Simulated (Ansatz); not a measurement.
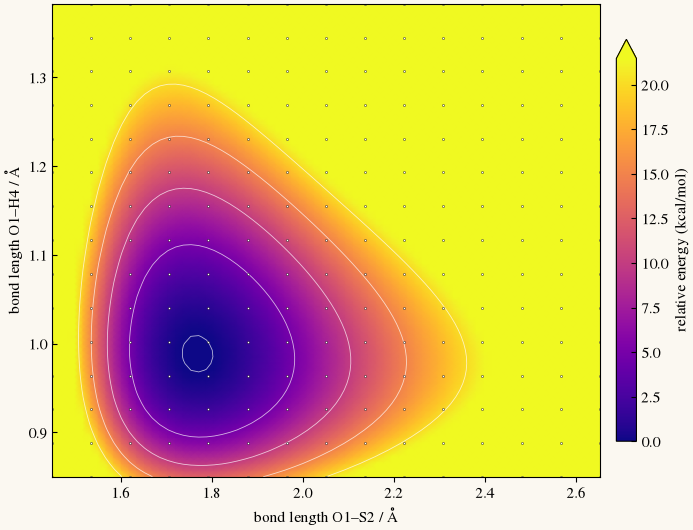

H3OSSi, SMILES OS[SiH2-], charge −1. The first coordinate is: bond length O1–S2; the second: bond length O1–H4. Nothing is relaxed (all other coordinates rigid). Grid: 15 × 15 points. All energies are given in kcal/mol relative to the lowest grid point. The reference is spin-restricted, which grows unreliable where a bond is stretched far. All numbers below come from RKS PBE-D4/def2-TZVPD (Ansatz).

Drawn: a smooth colour map with a few white contour lines, dots at the grid points, one colour for all values above the top of the scale. Between grid points the surface is interpolated.

### Estimate the position of the minimum and the force constants in these coordinates.

The interpolated minimum is at bond length O1–S2 ≈ 1.768 Å, bond length O1–H4 ≈ 0.988 Å. The curvatures there are about 15 eV/Å² and 41 eV/Å², with a cross term of about 1 eV/Å². Round the minimum the two coordinates are weakly coupled (coupling 0.06 in units of the two stiffnesses). (1 eV is 23.1 kcal/mol.)
